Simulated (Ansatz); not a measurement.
Consider HF.

The calculation's input:

```
crystal:
  periodic: [false, false, false]
  atoms:
    - {symbol: F, position_ang: [-0.062542, 0.107408, 1.656222]}
    - {symbol: H, position_ang: [0.017741, -0.197138, 0.791787]}
basis:
  gaussian: {orbitals: "def2-TZVPPD.json"}
hamiltonian: {xc: pbe0, dispersion: d4}
output: {orbitals: {seedname: orbitals}}
```

Command:

```sh
ansatz run in.yaml --threads 2 --pin off --events-out ev --progress --plain --max-ram 5222MiB
```

Geometry: PBE0-D4/def2-TZVP.

The calculation used RKS PBE0-D4/def2-TZVPPD (Ansatz).

**What can the converged electron density and electron localisation function tell about the bonding?**

F–H (0.92 Å): ρ at the midpoint is about 4.8 e/Å³; the ELF climbs to about 1 towards the hydrogen, as it does in any bond to H; a covalent bond by its length.

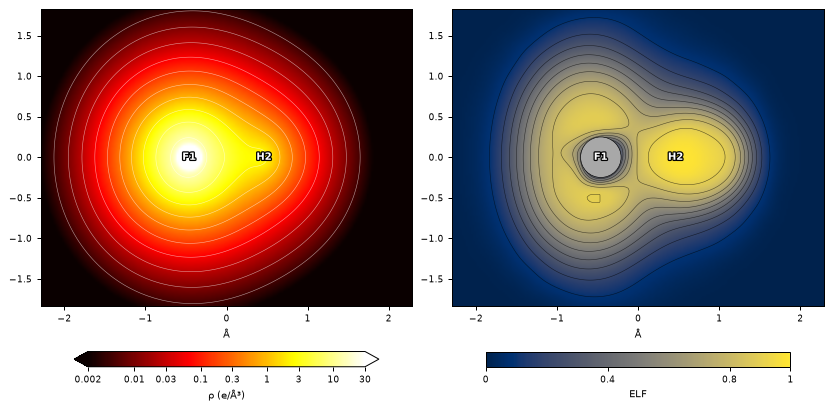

Computed electron density and electron localisation function on a plane that holds the molecular axis, in this order. Grey discs cover the atomic cores in the ELF map. 
